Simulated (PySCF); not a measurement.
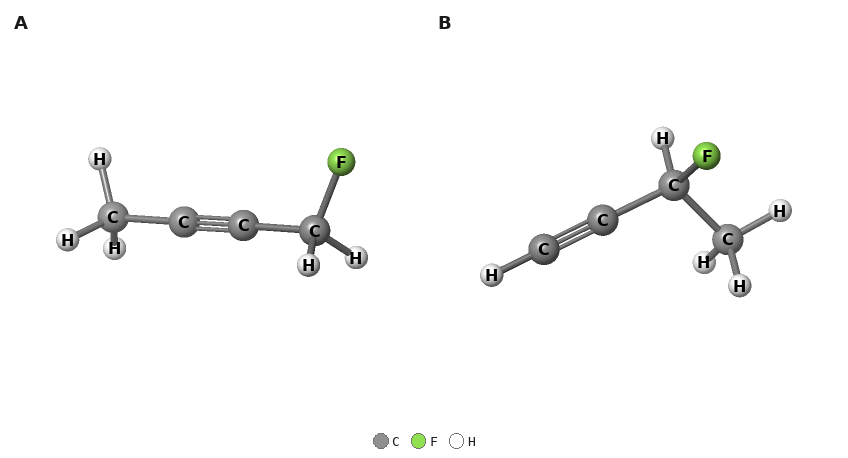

2 stationary structures of one formula. Geometries: PBE0-D3(BJ)/def2-SVP. Electronic energies: PBE0-D3(BJ)/def2-SVP (PySCF 2.14.0), without zero-point energy. No frequency run is at hand to confirm each as a minimum.

> How are they related?

They are constitutional isomers of C4H5F: A `CC#CCF`, B `C#C[C@H](C)F`.

> Which structure is the most stable?

A is lowest; B lies 0.153 eV above it.
